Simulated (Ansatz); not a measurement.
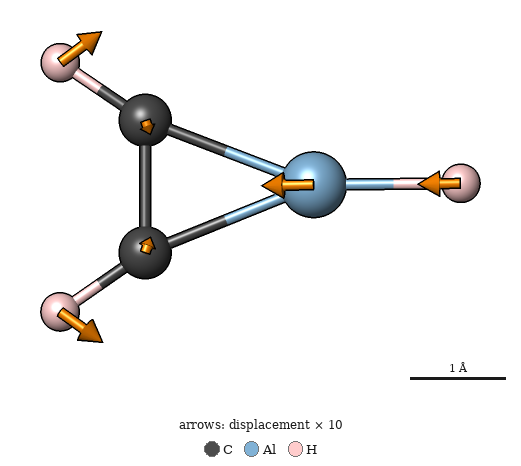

A relaxation of C2H3Al. The starting structure is drawn; orange arrows show the displacements, magnified 10 times. The two geometries are superimposed by the best rigid fit.

The picture is a ball-and-stick view, seen face on.

Theory: RKS PBE0-D4/def2-TZVP in Ansatz 0.2.0. Settings: force threshold 0.005 eV/Å; at most 200 steps.

Question: What happened in the run?

Answer: Over 4 geometry steps the energy falls by 10.3 kJ/mol. The largest force component goes from 1.9 to 0.0045 eV/Å. The largest moves after the best rigid fit, 0.058 Å, are those of Al and H atoms. Largest moves by element: H 0.058 Å, Al 0.057 Å, C 0.019 Å. Near-neighbour distances that change, for instance: Al–C 1.917 → 1.853 Å, C–C 1.400 → 1.367 Å, Al–H 1.559 → 1.569 Å. Among the angles between lasting bonds that change: C–C–H 124.3° → 127.8°, Al–C–H 167.1° → 163.9°. The run took 9 s on 2 threads of Arm Neoverse V2, on a shared host.
